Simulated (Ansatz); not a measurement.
Cost and result by functional for the adsorption energy of CO on the 1x1 (100) surface of fcc Cu, one in a 2x2 cell, started at the site 'hollow Cu-Cu-Cu-Cu over Cu at depth 1.8 Å', in Ansatz (plane waves, PAW). Single points on the PBE structure, on one kind of machine; costs are rough ratios of the slab run's core time (references not counted) to the cheapest single point. r2SCAN's cost holds its higher cutoff (500 against 420 eV). Differences are taken against r2SCAN for comparison alone: no measured value is at hand, so the table doesn't rank accuracy.

Set-up: 18 atoms, 5.3 Å thick at the start under the adsorbate (thin: gaps and levels are the slab's own); mesh 6x6x1; 0.1 eV smearing; dipole correction on; 8 atoms held, the rest relaxed; symmetry of the start imposed; no spin, no spin-orbit, no U, no dispersion correction. At the end it is bonded to 4 Cu. In PBE this state lies 0.06 eV over the lowest of the starts that converged ('bridge Cu-Cu (span 2.6 Å)'). These notes are the PBE run's. Adsorption energies are against CO(g). A negative adsorption energy means that the adsorbate is more stable on the surface than in its reference.

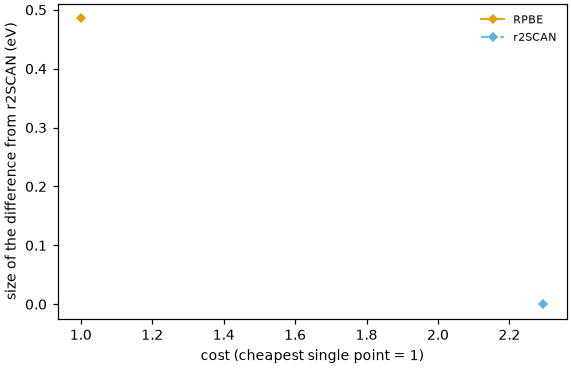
Figure. Difference from r2SCAN against cost

| functional | relative cost | adsorption energy (eV) | less r2SCAN (eV) |
|---|---|---|---|
| RPBE | 1 | -0.42 | 0.49 |
| r2SCAN | 2 | -0.91 | 0.00 |
| PBE (the relaxed run's value) | – | -0.79 | 0.12 |

The values span 0.49 eV, while the single points' costs differ by a factor of roughly 2. Differences are of unrounded values.

Ansatz is an electronic-structure program.
